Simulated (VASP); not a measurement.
Band structure of BeMg3Te4 (ordered alloy cell). Method: PBEsol GGA, VASP's PBE PAW potentials (set 64) (plane waves; VASP).

Unless said otherwise, spin-orbit coupling is left out, though it shifts the bands of the heavy elements here.

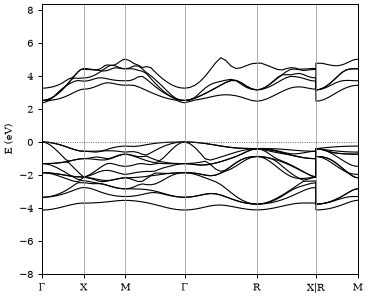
Figure: Bands along high-symmetry lines, zero at the valence-band maximum or, without a gap, the Fermi level

### Question
Read the plot: is there a gap, and where are the band edges?

### Answer
The gap is direct, 2.38 eV, from the valence maximum at Γ to the conduction minimum at Γ. (Edges off the drawn lines would not show.)

The structure was generated: BeMg3Te4 was put into an ordered model structure (P-43m), which need not be its known phase. It was relaxed first.
